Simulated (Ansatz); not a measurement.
BFH₅OSi (SMILES FB[OH+][SiH3]) (charge +1)

```xyz
9

B     0.5283   -0.8542    0.8497
F     1.0076    0.3096    1.1212
O    -0.8841   -0.8668    0.6037
Si   -1.9980   -2.3054    0.1875
H     1.1164   -1.8889    0.7837
H    -1.2958    0.0183    0.6783
H    -2.8780   -2.3524    1.3728
H    -0.9894   -3.3750    0.0655
H    -2.6204   -1.8286   -1.0642
```

Geometry: PBE0-D3(BJ)/def2-SVP.

Theory: isolated molecule in a Gaussian basis; Kohn-Sham density functional theory, functional PBE0 in Ansatz 0.2.0.

What can the converged electron density and electron localisation function tell about the bonding?

Answer. B–F (1.29 Å): the density is about 2.4 e/Å³ at the midpoint; the ELF peaks at about 0.85 between the atoms: a short, strongly polar bond.
B–O (1.43 Å): ρ is about 1.8 e/Å³ halfway; the ELF peaks at about 0.90 between the atoms; a shared but strongly polarised pair.
Si–O (1.87 Å): ρ is about 0.69 e/Å³ halfway; the ELF peaks at about 0.90 between the atoms: a polar covalent bond.
O–H (0.98 Å): ρ is about 3.7 e/Å³ halfway; the ELF climbs to about 1 towards the hydrogen, as it does in any bond to H (a covalent bond by its length).

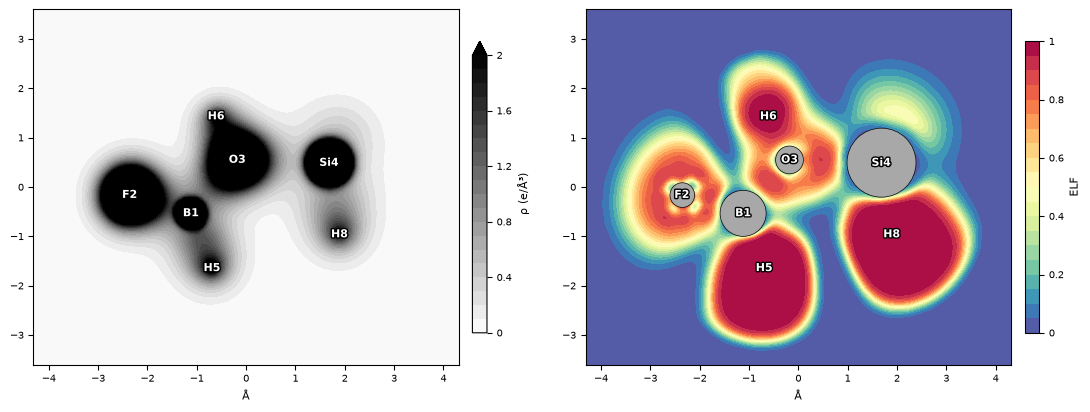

Computed electron density and electron localisation function on the plane of atoms F2, B1 and H5, in this order. Grey discs cover the atomic cores in the ELF map. 
